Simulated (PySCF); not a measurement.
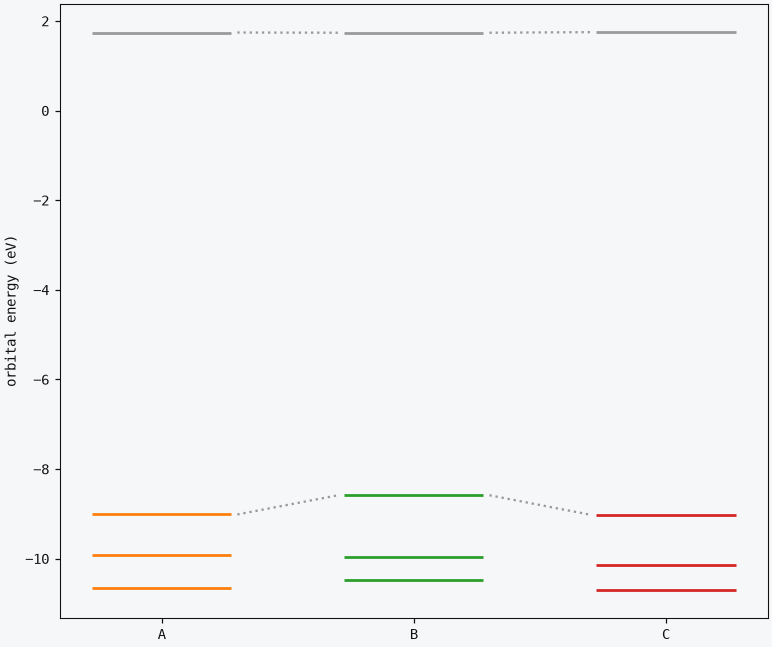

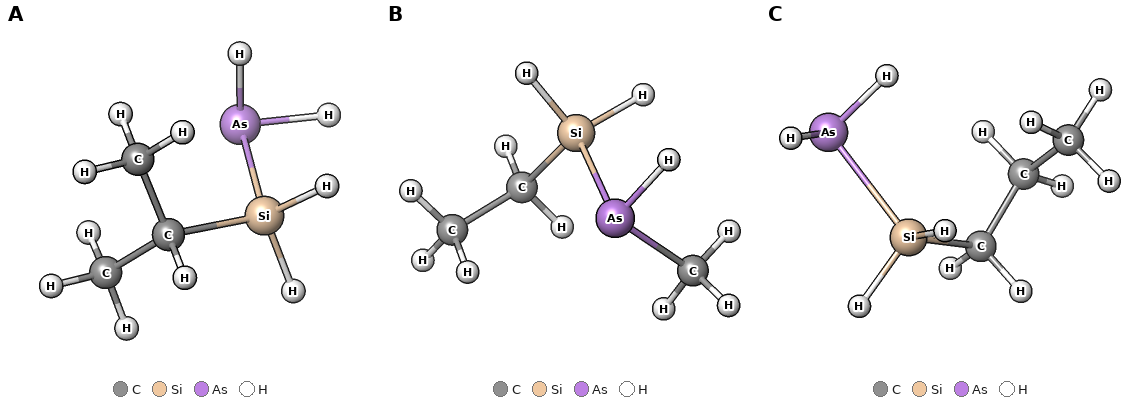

Related molecules: A is C₃H₁₁AsSi, SMILES CC(C)[SiH2][AsH2]; B is C₃H₁₁AsSi, SMILES CC[SiH2][AsH]C; C is C₃H₁₁AsSi, SMILES CCC[SiH2][AsH2]. Frontier orbital energies, ωB97X-D/def2-SVPD with PySCF, at a PBE0-D3(BJ)/def2-SVP geometry (no frequency check); drawn are at most three filled levels and, in grey, the LUMO with any level within 0.03 eV of it; dotted lines join the HOMOs and the LUMOs.

What does the change do to the frontier levels?

From A to B the HOMO rises by 0.43 eV and the LUMO hardly moves, so the separation goes from 10.76 to 10.32 eV. From A to C the HOMO hardly moves and the LUMO hardly moves, so the separation goes from 10.76 to 10.77 eV.

Does the ΔSCF ionisation energy follow the HOMO?

A: −ε(HOMO) 9.01, ΔSCF 9.30 eV; B: −ε(HOMO) 8.59, ΔSCF 8.82 eV; C: −ε(HOMO) 9.02, ΔSCF 9.32 eV.

Limits of at least one run: empty levels above zero depend strongly on the basis; one conformer of a flexible molecule.
